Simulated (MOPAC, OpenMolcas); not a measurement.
# CH2BF3O (SMILES OC(F)B(F)F): methods side by side

CH2BF3O has 8 atoms, charge 0, and is taken as a singlet. SMILES: `OC(F)B(F)F`. The shape is that of a PBE0-D4/def2-TZVP optimisation. This is one conformer, not always the lowest.

Quantity: the HOMO–LUMO gap, in eV. The values are calculated.

```tsv
level	kind	program	value (eV)	CPU time
AM1	semi-empirical	MOPAC	12.82	under 2 s
HF/def2-SVP	Hartree–Fock	OpenMolcas	17.04	9.5 s
SVWN5/def2-SVP	LDA	OpenMolcas	5.67	24 s
PBE/def2-SVP	GGA	OpenMolcas	5.86	32 s
M06-L/def2-SVP	meta-GGA	OpenMolcas	6.80	38 s
BHLYP/def2-SVP	global hybrid	OpenMolcas	11.53	28 s
B2PLYP/def2-SVP	double hybrid	OpenMolcas	11.87	21 s
```

The values span 5.67 to 17.04 eV. Orbital gaps aren't excitation energies, and those of double hybrids come from the SCF part alone; they tend to grow with the share of exact exchange. Times are those of the runs behind each value, whatever else they computed, on shared processors of several kinds: orders of magnitude only.

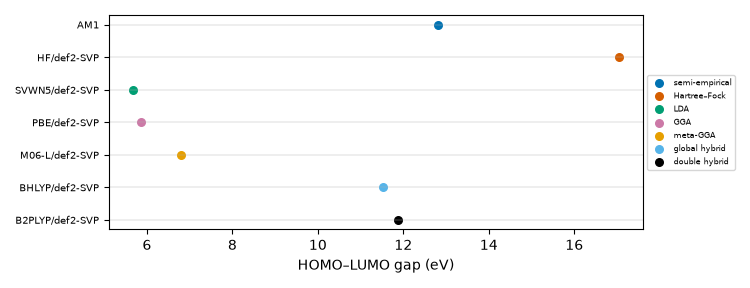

The values of the table, level by level.
